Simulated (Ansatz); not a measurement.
The starting structures come from a database of crystals and need not be the phases stable at ambient conditions.

 Where the default PAW files enter, the runs use the earlier of Ansatz's two default sets.

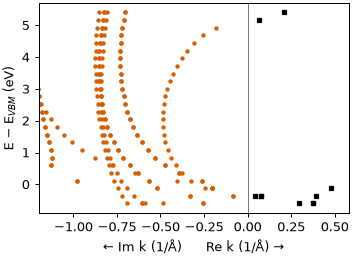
Complex bands at the centre of the two-dimensional zone; PBEsol in Ansatz (a first-principles code)

No gap correction and no spin-orbit coupling; mid-gap values are interpolated between computed energies.

**Question.** This is K2NaInF6 (Fm-3m, not sure to be the ambient phase, 10 atoms a cell, 16.6 Å³ an atom, -3 GPa at this level) along the normal of (111). Read off the slowest decay at the centre of the two-dimensional zone at 2.52 eV, the computed energy nearest the middle of the gap.

**Answer.** κ ≈ 0.48 1/Å, a decay length 1/(2κ) of the density of 1.0 Å.
